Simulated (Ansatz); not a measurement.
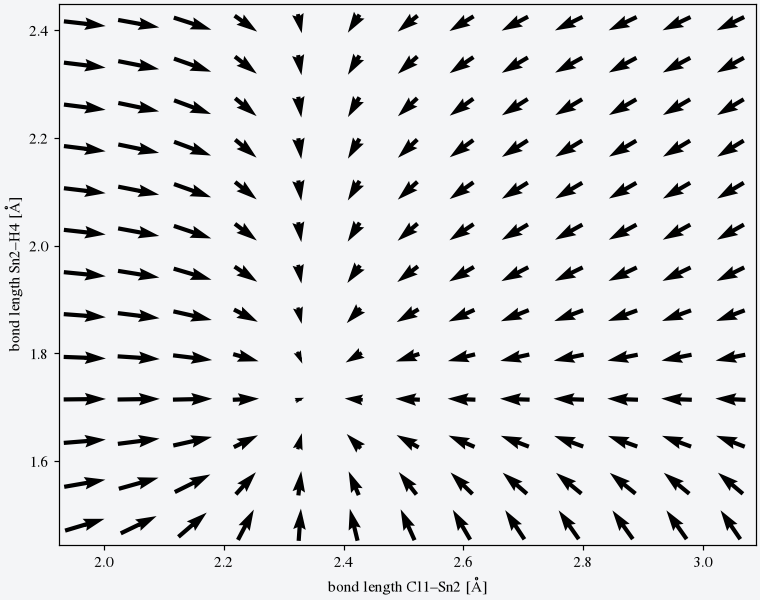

ClH₂Sn, SMILES [Cl][SnH2], spin multiplicity 2. The first coordinate is: bond length Cl1–Sn2; the second: bond length Sn2–H4. Nothing is relaxed (all other coordinates rigid). The scan uses a 13 × 13 grid. Points are written as (first, second). Computed with UKS PBE0-D4/def2-TZVP (Ansatz 0.2.0).

Drawn: dots at the grid points, arrows along the force (downhill), their lengths compressed.

Q: The arrows alone are given. Where is the energy lowest?

A: The arrows converge at about (2.343 Å, 1.723 Å) (read from the interpolated surface).

The energy map of the same scan:

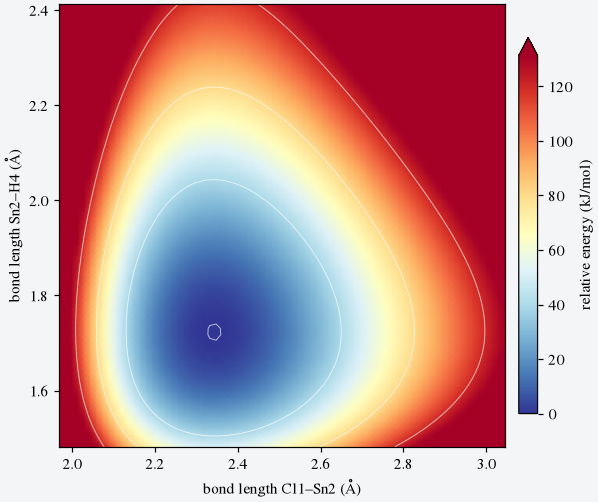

Energies are in kJ/mol, from the lowest grid point; between grid points the surface is interpolated.
